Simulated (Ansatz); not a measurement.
**ClH₁₀N₂Si₃ radical (built from SMILES Cl.[SiH3]N[SiH]N[SiH3]): molecular dynamics**

The task is to watch the atoms for 60 steps of 0.5 fs, started with velocities for 1500 K and run at constant energy, and see to which side of the barrier the system falls.

Program: Ansatz 0.2.0, Gaussian basis. Level of theory: PBE0-D4/def2-SVPD, unrestricted. These are calculated values, not measurements.

**1. Starting geometry**

The start, a first-order saddle point found at PBE0-D4 in triple zeta: 16 atoms, charge 0, spin multiplicity 2.

Atoms are counted from 1 here; the program's logs count them from 0.

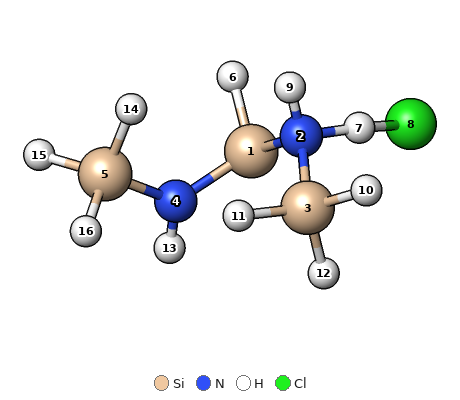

The starting geometry (silicon light orange, nitrogen blue, hydrogen white, chlorine green); atoms are numbered from 1 in the order of the file.

Geometry (Å):

```xyz
16

Si    0.6568    0.8262    1.0124
N     1.1889   -0.6464    0.0799
Si    0.8341   -0.7169   -1.6583
N    -0.9081    1.2632    0.4176
Si   -2.3609    0.3255    0.5384
H     0.6064    0.3275    2.4123
H     2.4038   -0.3735    0.3052
Cl    3.6450    0.4173    0.8428
H     0.9905   -1.5142    0.5710
H     1.6796   -1.7783   -2.2516
H    -0.5981   -1.0331   -1.8772
H     1.1689    0.6160   -2.2035
H    -0.9984    2.2108    0.0813
H    -1.9304   -1.0484    0.9101
H    -3.2921    0.8374    1.5787
H    -3.0861    0.2870   -0.7590
```

**2. The run**

File md/in.yaml:

```yaml
crystal:
  periodic: [false, false, false]
  atoms:
    - {symbol: Si, position_ang: [0.656792, 0.826241, 1.012380]}
    - {symbol: N, position_ang: [1.188936, -0.646423, 0.079906]}
    - {symbol: Si, position_ang: [0.834139, -0.716909, -1.658330]}
    - {symbol: N, position_ang: [-0.908107, 1.263192, 0.417607]}
    - {symbol: Si, position_ang: [-2.360931, 0.325490, 0.538369]}
    - {symbol: H, position_ang: [0.606398, 0.327536, 2.412302]}
    - {symbol: H, position_ang: [2.403786, -0.373521, 0.305170]}
    - {symbol: Cl, position_ang: [3.644954, 0.417263, 0.842817]}
    - {symbol: H, position_ang: [0.990527, -1.514220, 0.571024]}
    - {symbol: H, position_ang: [1.679637, -1.778303, -2.251571]}
    - {symbol: H, position_ang: [-0.598081, -1.033093, -1.877164]}
    - {symbol: H, position_ang: [1.168910, 0.615985, -2.203515]}
    - {symbol: H, position_ang: [-0.998357, 2.210768, 0.081321]}
    - {symbol: H, position_ang: [-1.930392, -1.048437, 0.910061]}
    - {symbol: H, position_ang: [-3.292135, 0.837390, 1.578743]}
    - {symbol: H, position_ang: [-3.086077, 0.287039, -0.759021]}
basis:
  gaussian: {orbitals: def2-SVPD}
magnetization: {spin_polarized: true, initial_magnetization: 1}
hamiltonian: {xc: pbe0, dispersion: d4}
md: {n_steps: 60, timestep: 0.5, temperature: 1500, ensemble: nve, seed: 71, initial_velocities: maxwell_boltzmann}
```

Run with:

```
$ ansatz run in.yaml --threads 4 --pin off --events-out ev --progress --plain --max-ram 66560MiB --backend cuda --devices 0, --max-vram 37GiB
```

Before running it: what results should come out? Wanted: temperature at the start; mean temperature, second half; lowest and highest potential energy, from the first frame; largest change of potential + kinetic; bonds lost by distance.

As calculated:

```
                                                 quantity              value
                                                   length  60 steps, 30.0 fs
                                 temperature at the start             1500 K
                            mean temperature, second half              935 K
lowest and highest potential energy, from the first frame     0 and 1762 meV
                    largest change of potential + kinetic           13.4 meV
                                   bonds lost by distance             H7–Cl8
```

**Reading.** By the last frame it has moved towards the side where Si1–Cl8, N2–H7 form. With no thermostat the total energy should stay fixed; it holds within 13.4 meV, small beside the kinetic energy, so the time step serves. With 16 atoms the instant temperature spans 534 to 1500 K.
